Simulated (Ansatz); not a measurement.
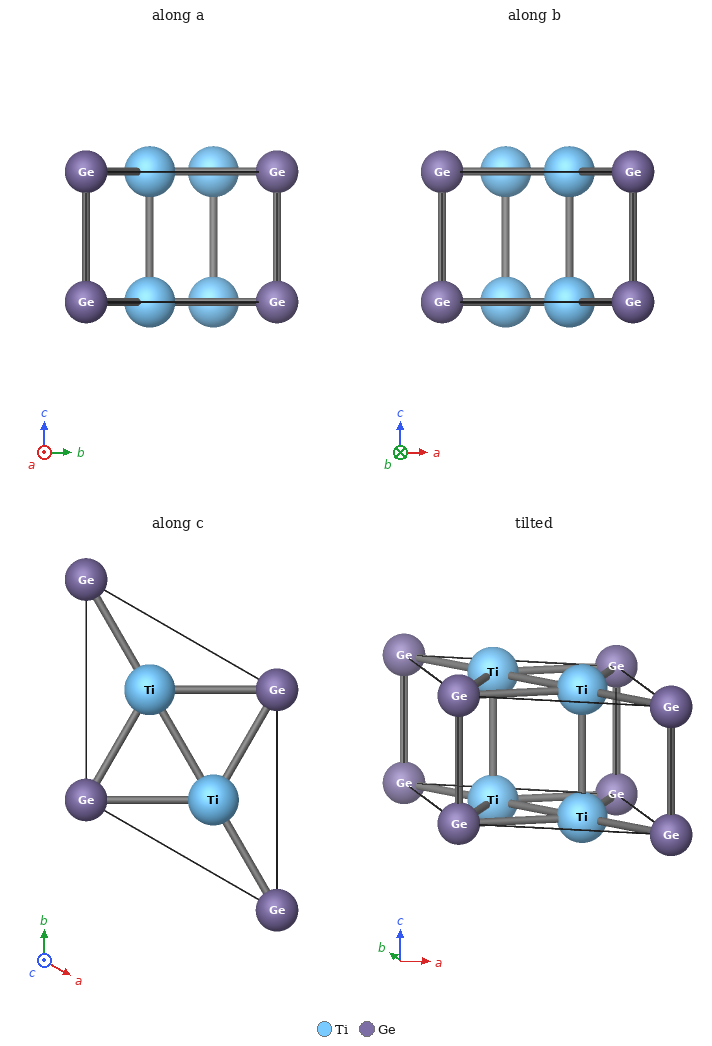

A ball-and-stick rendering, viewed along the a axis, along the b axis, along the c axis and slightly off an axis. The edges of the conventional unit cell are marked.

Lattice parameters: a = 4.678 Å, b = 4.678 Å, c = 2.765 Å, α = 90.00°, β = 90.00°, γ = 120.00°. Put a along x and b in the xy plane.

From the views, write a POSCAR file.

```
Ti Ge
1.0
     4.678    0.000    0.000
    -2.339    4.051    0.000
     0.000    0.000    2.765
Ti Ge
2 1
Direct
  0.3333 0.6667 0.0000
  0.6667 0.3333 0.0000
  0.0000 0.0000 0.0000
```

Its origin is a random cell made by a generator, so it need not be a real form of the compound. The structure drawn was relaxed with DFT PBE, scalar-relativistic, plane waves, PAW in Ansatz 0.2.0.
